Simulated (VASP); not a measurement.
```
CELL_PARAMETERS angstrom
      0.00000     2.91952     2.91952
      2.91952     0.00000     2.91952
     11.75822    11.75822    -0.08014
ATOMIC_POSITIONS crystal
  Zn 0.98730 0.98730 0.00952
  Zn 0.01063 0.01063 0.24203
  Se 0.24969 0.24969 0.06274
  Se 0.27213 0.27213 0.29590
  Se 0.24770 0.24770 0.56423
  Se 0.22543 0.22543 0.83093
  Cd 0.01528 0.01528 0.48854
  Cd 0.99185 0.99185 0.75611
```

Method: PBEsol GGA, VASP's PBE PAW potentials (set 64) (plane waves; VASP). Numerical set-up: 400 eV cut-off, 7×7×2 Γ-centred mesh, tetrahedra with Blöchl corrections, potentials Zn Se Cd.

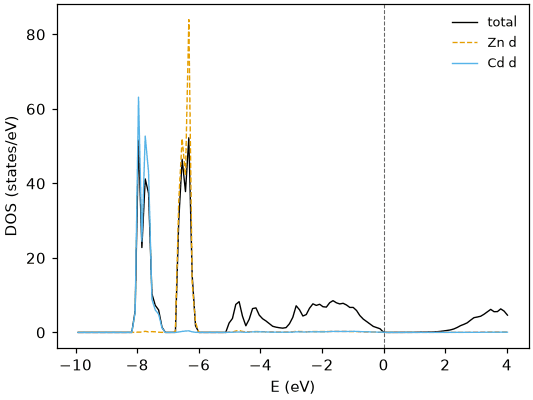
Fig. 1. Total and projected density of states, zero at the valence-band maximum

Within 2 eV below the valence-band maximum the largest weight inside VASP's projection spheres is Se p.

The gap is direct, 0.61 eV, from the valence maximum at Γ to the conduction minimum at Γ.

The structure was generated: Cd2Zn2Se4 was put into an ordered model structure (R3m), which need not be its known phase. It was relaxed first.
